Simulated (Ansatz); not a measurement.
# Run report: AlNH₆S, geometry relaxation (part 2 of 2)

The same run, continued: AlNH₆S; RKS PBE0-D4/cc-pVDZ (Ansatz 0.2.0). It belongs to a series of runs on one base structure; here: end point A relaxed.

Geometry of the input (Å):
```
Al 0.0635  -0.2119  0.1567
N  0.0139  -0.1536  2.0349
H  -0.8157  -0.4058  2.5659
H  0.8402  -0.2916  2.6105
H  1.4906  -0.1726  -0.5370
H  -1.3401  -0.3783  -0.5693
S  -0.3961  3.1356  0.8692
H  -1.7301  2.9237  0.7718
H  -0.2376  2.0719  1.7440
```

### Trajectory as extended XYZ, continued
```
9
Properties=species:S:1:pos:R:3:forces:R:3 step=7 energy=-19012.09606
Al   -0.0263    0.1297    0.2391    0.0490  -0.0121  -0.0381
N    -0.0243   -0.0191    2.0900   -0.0177  -0.0094   0.0859
H    -0.8107   -0.4569    2.5680   -0.0035   0.0202  -0.0240
H     0.8219   -0.3116    2.5767    0.0082   0.0140  -0.0339
H     1.4076    0.0839   -0.4594   -0.0027  -0.0114  -0.0038
H    -1.4057   -0.2059   -0.4940   -0.0040   0.0151   0.0097
S    -0.2719    2.7175    0.6582   -0.0735  -0.0091  -0.0087
H    -1.6283    2.6548    0.6606    0.0612   0.0176   0.0138
H    -0.1738    1.9248    1.8075   -0.0170  -0.0248  -0.0009
9
Properties=species:S:1:pos:R:3:forces:R:3 step=8 energy=-19012.09693
Al   -0.0174    0.1216    0.2369   -0.0086   0.0265  -0.0240
N    -0.0205   -0.0184    2.0894   -0.0032   0.0063   0.0330
H    -0.8110   -0.4466    2.5679   -0.0104  -0.0001  -0.0105
H     0.8241   -0.3104    2.5781    0.0143   0.0042  -0.0081
H     1.4154    0.0714   -0.4630   -0.0036  -0.0066   0.0032
H    -1.4031   -0.1954   -0.4921    0.0040  -0.0108   0.0026
S    -0.2795    2.7159    0.6603   -0.0244   0.0156  -0.0243
H    -1.6350    2.6680    0.6684    0.0280  -0.0021  -0.0047
H    -0.1844    1.9112    1.8008    0.0038  -0.0331   0.0328
9
Properties=species:S:1:pos:R:3:forces:R:3 step=9 energy=-19012.09740
Al   -0.0185    0.1267    0.2353   -0.0049   0.0136  -0.0150
N    -0.0218   -0.0128    2.0900   -0.0009   0.0143   0.0173
H    -0.8115   -0.4453    2.5661   -0.0060  -0.0033  -0.0035
H     0.8241   -0.3049    2.5764    0.0078  -0.0008  -0.0027
H     1.4144    0.0700   -0.4638   -0.0026  -0.0046   0.0022
H    -1.4037   -0.1959   -0.4922    0.0032  -0.0073   0.0023
S    -0.2777    2.7119    0.6634    0.0018   0.0328  -0.0325
H    -1.6322    2.6631    0.6674   -0.0005  -0.0014  -0.0018
H    -0.1845    1.9045    1.8043    0.0021  -0.0431   0.0337
9
Properties=species:S:1:pos:R:3:forces:R:3 step=10 energy=-19012.09894
Al   -0.0207    0.1453    0.2290    0.0010  -0.0127  -0.0214
N    -0.0260    0.0144    2.0930   -0.0030  -0.0323   0.0510
H    -0.8147   -0.4366    2.5592    0.0952   0.0348  -0.0210
H     0.8266   -0.2821    2.5702   -0.0920   0.0120  -0.0145
H     1.4121    0.0615   -0.4671    0.0003   0.0015   0.0026
H    -1.4054   -0.1956   -0.4913    0.0016   0.0001   0.0032
S    -0.2717    2.7014    0.6793    0.0532   0.0675  -0.0605
H    -1.6237    2.6481    0.6645   -0.0595   0.0025   0.0042
H    -0.1878    1.8610    1.8101    0.0032  -0.0734   0.0565
9
Properties=species:S:1:pos:R:3:forces:R:3 step=11 energy=-19012.11386
Al   -0.0267    0.2082    0.2054    0.0335  -0.0345  -0.2188
N    -0.0409    0.1098    2.1037   -0.0334   0.1179  -0.2610
H    -0.8140   -0.3935    2.5313   -0.0741  -0.0590   0.1775
H     0.8210   -0.1975    2.5471    0.0917  -0.0452   0.1932
H     1.4068    0.0318   -0.4782   -0.0268   0.0029   0.0409
H    -1.4105   -0.1940   -0.4885    0.0186   0.0048   0.0309
S    -0.2503    2.6574    0.7326    0.0481   0.3744  -0.3457
H    -1.5987    2.6005    0.6609   -0.1073   0.0280   0.0096
H    -0.1982    1.6946    1.8326    0.0498  -0.3894   0.3733
9
Properties=species:S:1:pos:R:3:forces:R:3 step=12 energy=-19012.18263
Al   -0.0157    0.2184    0.1717   -0.1061   0.2686  -0.0954
N    -0.0390    0.1215    2.1047    0.0174   0.4086  -0.1901
H    -0.8171   -0.3792    2.5438    0.1383   0.1296   0.0264
H     0.8304   -0.1658    2.5673   -0.2267   0.1120   0.0160
H     1.4206    0.0073   -0.4935   -0.0296  -0.0042   0.0717
H    -1.4076   -0.1938   -0.4958    0.0343  -0.0658   0.0365
S    -0.2581    2.6620    0.7084   -0.1643  -0.1565   0.0519
H    -1.6209    2.6561    0.6667    0.2110  -0.0317  -0.0174
H    -0.2041    1.5908    1.8734    0.1257  -0.6605   0.1005
9
Properties=species:S:1:pos:R:3:forces:R:3 step=13 energy=-19012.45185
Al   -0.0268    0.2842    0.1420   -0.0901   0.3738  -0.5890
N    -0.0514    0.2103    2.1131   -0.2800   0.8401  -1.2658
H    -0.7951   -0.3155    2.5146   -1.0507  -0.3614   0.5985
H     0.7923   -0.0933    2.5364    1.2694  -0.1305   0.7315
H     1.4154   -0.0007   -0.4892   -0.0569  -0.0452   0.1333
H    -1.4111   -0.2112   -0.4901    0.0631  -0.0946   0.0945
S    -0.2432    2.6109    0.7359   -0.0504   0.8468  -0.9158
H    -1.5978    2.6297    0.6674    0.0344  -0.0207  -0.0266
H    -0.1937    1.4028    1.9169    0.1611  -1.4083   1.2393
9
Properties=species:S:1:pos:R:3:forces:R:3 step=14 energy=-19012.61820
Al   -0.0362    0.3533    0.0908   -0.1030   0.4714  -0.6844
N    -0.0617    0.2671    2.1051    0.9256  -6.1747   0.8830
H    -0.8258   -0.2927    2.5211    0.2849   0.7540  -0.1611
H     0.8214   -0.0522    2.5475   -0.5871   0.6120  -0.2391
H     1.4158   -0.0099   -0.4841   -0.0965  -0.0343   0.1489
H    -1.4146   -0.2276   -0.4863    0.0986  -0.0887   0.1081
S    -0.2429    2.6220    0.6949    0.1711   0.9684  -1.1847
H    -1.5914    2.6332    0.6604   -0.1739  -0.0142  -0.0514
H    -0.1761    1.2241    1.9975   -0.5196   3.5062   1.1807
9
Properties=species:S:1:pos:R:3:forces:R:3 step=15 energy=-19013.02118
Al   -0.0555    0.4895    0.0235   -0.0318  -0.5299   0.1613
N    -0.0528    0.2500    2.1088    0.4458  -3.0090  -0.2929
H    -0.8623   -0.2332    2.5142    0.1194   0.5310  -0.0243
H     0.7913   -0.1855    2.5029   -0.2327   0.3705  -0.0524
H     1.3958   -0.0108   -0.4436   -0.0517   0.1574   0.0100
H    -1.3837   -0.2872   -0.4522    0.0678   0.1893  -0.0229
S    -0.2654    2.6732    0.6330   -0.3072   0.8820  -0.8208
H    -1.6256    2.5711    0.6072    0.1882   0.1047   0.0322
H    -0.0531    1.2501    2.1530   -0.1977   1.3039   1.0098
9
Properties=species:S:1:pos:R:3:forces:R:3 step=16 energy=-19013.23422
Al   -0.0769    0.5317    0.0217    0.0053  -0.6155   0.2451
N    -0.0334    0.1991    2.1148    0.4151   0.6339  -0.4801
H    -0.8625   -0.2008    2.5340   -0.3904   0.0764   0.2161
H     0.7675   -0.3004    2.4858    0.2848  -0.0693   0.1245
H     1.3933    0.0456   -0.4119   -0.0850   0.1474  -0.0073
H    -1.3886   -0.2896   -0.4496    0.1283   0.2148   0.0157
S    -0.3264    2.7231    0.5078    1.0562   0.5628  -0.3986
H    -1.6350    2.5815    0.5278   -1.1790   0.0008   0.0450
H     0.0505    1.2270    2.3164   -0.2352  -0.9513   0.2397
9
Properties=species:S:1:pos:R:3:forces:R:3 step=17 energy=-19013.35134
Al   -0.0833    0.5037    0.0803   -0.1192  -0.1184  -0.1674
N    -0.0056    0.1479    2.1380    0.1766   0.4679  -0.1406
H    -0.8251   -0.2762    2.5644   -0.2046   0.0202   0.0838
H     0.8143   -0.3216    2.5166    0.1532  -0.0417   0.0195
H     1.3841    0.0988   -0.4227   -0.0409   0.0024   0.0794
H    -1.4157   -0.2374   -0.4365    0.1093   0.0005   0.1002
S    -0.3348    2.7314    0.4249    0.3434   0.2567  -0.1099
H    -1.6776    2.7155    0.3856   -0.3172  -0.0289  -0.0061
H     0.0323    1.1553    2.3961   -0.1006  -0.5586   0.1411
9
Properties=species:S:1:pos:R:3:forces:R:3 step=18 energy=-19013.39389
Al   -0.0999    0.5426    0.0696    0.0460   0.2865   0.2401
N     0.0153    0.1362    2.1297   -0.0860   0.2245   0.0268
H    -0.8229   -0.2905    2.5192   -0.1207  -0.1708   0.0368
H     0.8168   -0.4017    2.4530    0.1087  -0.1435  -0.0152
H     1.3957    0.1602   -0.3286    0.0125  -0.1141  -0.1260
H    -1.4462   -0.2167   -0.3203    0.0086  -0.1351  -0.0762
S    -0.3505    2.7910    0.2670    0.0511  -0.0347  -0.0354
H    -1.7022    2.7354    0.2921   -0.0661   0.0216  -0.0066
H     0.0824    1.0609    2.5651    0.0459   0.0656  -0.0442
9
Properties=species:S:1:pos:R:3:forces:R:3 step=19 energy=-19013.36998 accepted=F
Al   -0.0483    0.5918    0.1248   -0.6241  -0.1395  -0.2309
N    -0.0174    0.1327    2.1717    0.3148  -0.0055  -0.0608
H    -0.8679   -0.2478    2.5969    0.0655   0.0881  -0.2022
H     0.7495   -0.5082    2.3929   -0.0608   0.0637   0.1138
H     1.3942    0.1757   -0.4284    0.0707   0.0359   0.2169
H    -1.3480   -0.2673   -0.2917    0.0814   0.0393  -0.0161
S    -0.3994    2.8237    0.2413    0.1194   0.0894   0.0426
H    -1.7547    2.7864    0.2162    0.0464  -0.1148   0.0126
H     0.1808    1.0302    2.6230   -0.0131  -0.0566   0.1242
9
Properties=species:S:1:pos:R:3:forces:R:3 step=20 energy=-19013.41142
Al   -0.0934    0.5763    0.0926   -0.0365  -0.0042   0.0282
N     0.0078    0.1478    2.1472    0.0745   0.0816   0.0586
H    -0.8428   -0.2670    2.5314   -0.0043  -0.0244  -0.0174
H     0.7924   -0.4475    2.4240   -0.0532   0.0176  -0.0236
H     1.3818    0.1521   -0.3586    0.0086  -0.0140   0.0031
H    -1.4022   -0.2515   -0.3272    0.0318   0.0053   0.0039
S    -0.3658    2.8161    0.2537   -0.0561  -0.0191  -0.0076
H    -1.7205    2.7368    0.2714    0.0375   0.0322  -0.0021
H     0.1313    1.0541    2.6123   -0.0023  -0.0749  -0.0432
9
Properties=species:S:1:pos:R:3:forces:R:3 step=21 energy=-19013.41271
Al   -0.0909    0.5837    0.0989   -0.0143   0.0029   0.0051
N     0.0127    0.1515    2.1511    0.0105  -0.0020  -0.0174
H    -0.8553   -0.2325    2.5287   -0.0076   0.0038   0.0025
H     0.7659   -0.4885    2.4100    0.0017  -0.0059  -0.0060
H     1.3878    0.1605   -0.3456    0.0062   0.0095   0.0075
H    -1.3843   -0.2597   -0.3272   -0.0039  -0.0180   0.0101
S    -0.3885    2.8202    0.2336    0.0069   0.0034   0.0097
H    -1.7416    2.7437    0.2644    0.0044   0.0032  -0.0076
H     0.1828    1.0384    2.6330   -0.0039   0.0031  -0.0040
```

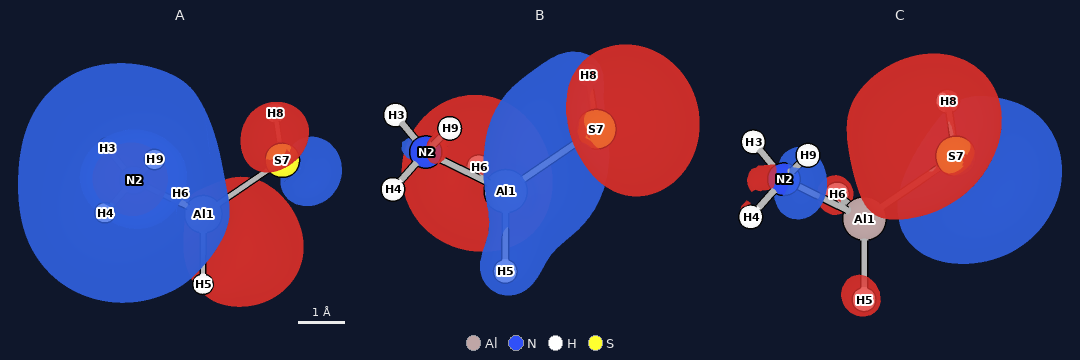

*Three frontier orbitals at ±0.06 Å⁻³ᐟ² (red and blue are the two phases).*

B is the HOMO−1 (−7.53 eV). It lies mainly on S7 (50 %), H6 (25 %) and Al1 (20 %). C is the HOMO (−6.62 eV). A is the LUMO (0.20 eV). It lies mainly on Al1 (25 %), N2 (20 %), H3 (15 %), H4 (15 %) and H9 (10 %). The HOMO–LUMO gap is 6.82 eV between the orbital energies.

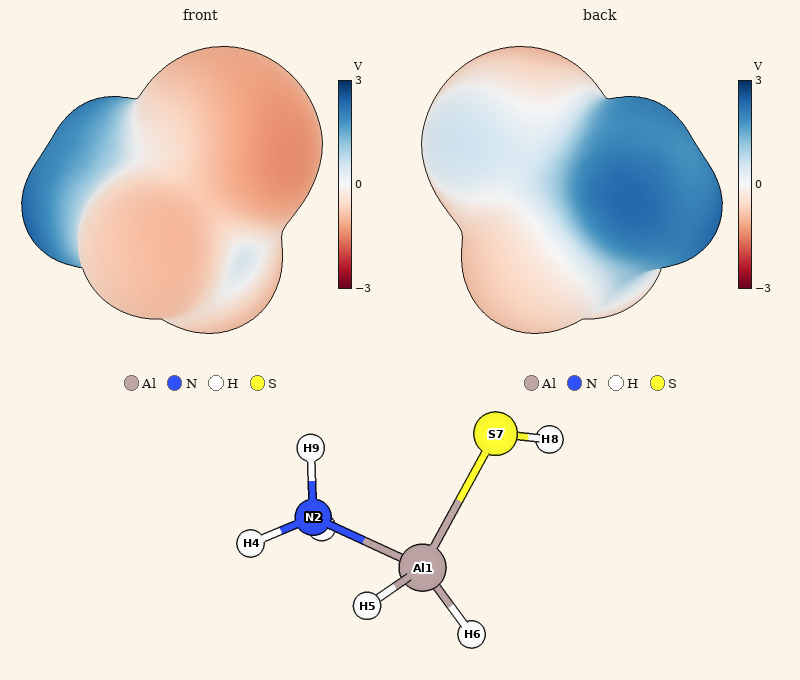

*The molecular electrostatic potential painted on the density surface at 0.001 e/bohr³, seen at a tilt and from behind; the colour scale runs from red (negative) to blue (positive). The bare structure is drawn below in the same view.*

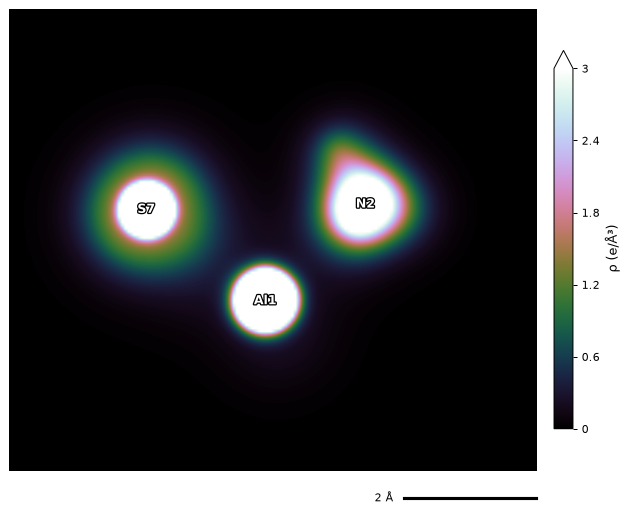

*Total electron density on the plane of atoms N2, Al1 and S7.*

Atoms in the plane: Al, N and S.

### Summary

```csv
quantity,value
outcome,converged
total energy,−19013.4127 eV
mean-field energy,−19013.2792 eV
largest force (length of the vector) at the end,0.021 eV/Å
wall time,68 s
peak memory,0.16 GiB
```
